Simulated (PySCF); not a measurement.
C5H8Cl2OSi (SMILES C/C(=C(/[SiH3])C=O)C(Cl)Cl)

Input

```
{"job": {"kind": "nmr", "xc": "PBE0", "basis": "pcSseg-1"}, "charge": 0, "multiplicity": 1}
C     -1.929080     0.091422    -0.673271
C     -0.544629    -0.307039    -0.252636
C      0.372932     0.537939     0.249502
Si     2.176639     0.279703     0.811363
C      0.091705     1.953300     0.444906
O      0.949028     2.694982     0.867124
C     -0.232494    -1.756308    -0.425611
Cl    -0.332170    -2.199123    -2.153543
Cl    -1.393980    -2.743728     0.503429
H     -2.517042     0.391022     0.193433
H     -2.433760    -0.741108    -1.155396
H     -1.899045     0.927528    -1.368429
H      3.027459     1.063975    -0.073548
H      2.263779     0.647614     2.218191
H      2.544535    -1.136589     0.677171
H     -0.915411     2.334817     0.210969
H      0.764536    -2.026379    -0.083563
```

Command:

```sh
OMP_NUM_THREADS=1 python probes_run.py task.json out
```

Geometry: GFN2-xTB.

Method: PBE0/pcSseg-1, SCF density, gas phase, non-relativistic (PySCF).

**Predict the electron density and electron localisation function between the atoms.**

C–O (1.21 Å): the density is about 3.3 e/Å³ at the midpoint; the ELF peaks at about 0.85 between the atoms; a multiple bond.
C–C (1.34 Å): the density is about 2.2 e/Å³ at the midpoint; the ELF peaks at about 0.95 between the atoms: a multiple bond.
C–Si (1.91 Å): ρ is about 0.89 e/Å³ halfway; the ELF peaks at about 0.95 between the atoms: a shared electron pair.
C–H (1.09 Å): ρ at the midpoint is about 2 e/Å³; the ELF climbs to about 1 towards the hydrogen, as it does in any bond to H; a covalent bond by its length.

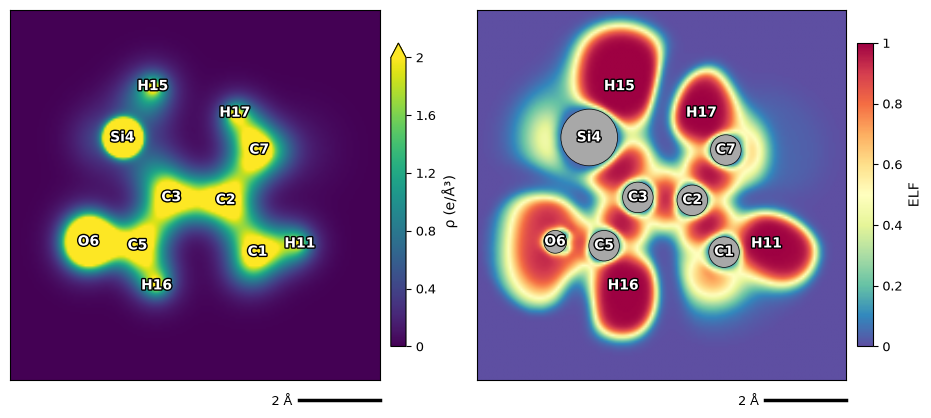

Computed electron density and electron localisation function on the plane of atoms C1, C2 and C7, in this order. Grey discs cover the atomic cores in the ELF map. 
